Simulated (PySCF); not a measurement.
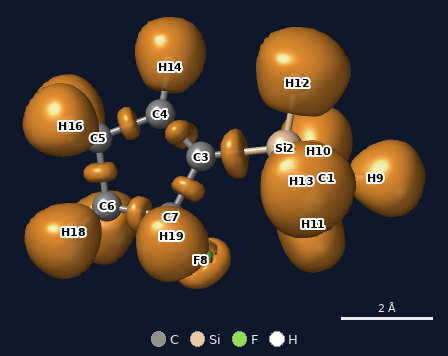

*C$_{6}$H$_{11}$FSi (SMILES C[SiH2]C1=CCC[C@H]1F). Isosurface of the electron localisation function at 0.85 (orange), seen across its widest extent. Only the valence region is drawn (cores and ρ < 0.01 e/Å³ removed).*

Geometry: GFN2-xTB.

These are results of PBE0/pcSseg-1, SCF density, gas phase, non-relativistic in PySCF 2.14.0, not measurements.

The calculation's input:

```
{"job": {"kind": "nmr", "xc": "PBE0", "basis": "pcSseg-1"}, "charge": 0, "multiplicity": 1}
C      2.764850    -0.769215     0.557150
Si     1.891364     0.590405    -0.435415
C      0.030030     0.318700    -0.368787
C     -0.783008    -0.092495    -1.335428
C     -2.216680    -0.199027    -0.913977
C     -2.149895    -0.039977     0.611761
C     -0.767818     0.567515     0.886292
F     -0.184368    -0.022632     1.996033
H      3.830984    -0.576211     0.633399
H      2.636947    -1.741713     0.088802
H      2.363663    -0.833244     1.564603
H      2.290381     0.552917    -1.848110
H      2.179694     1.914671     0.133257
H     -0.481241    -0.314804    -2.344756
H     -2.663991    -1.145900    -1.219498
H     -2.801211     0.604415    -1.370896
H     -2.186161    -1.015391     1.098152
H     -2.957458     0.571748     1.008108
H     -0.805885     1.639489     1.123366
```

Launched as:

```sh
OMP_NUM_THREADS=1 python probes_run.py task.json out
```

Q: Identify the bonds, lone pairs and shells in this picture.

A: The surface consists of five regions between bonded C–C atoms (shared pairs), two regions between bonded C–Si atoms (shared pairs), eleven regions around hydrogen nuclei and one region wrapped around F (its lone pairs, merged into a ring or cap).

Values along the shortest contacts:
C–C (1.33 Å): the ELF peaks at about 0.90 between the atoms; a short, multiple covalent bond. C–F (1.39 Å): the ELF peaks at about 0.85 between the atoms; a shared but strongly polarised pair.
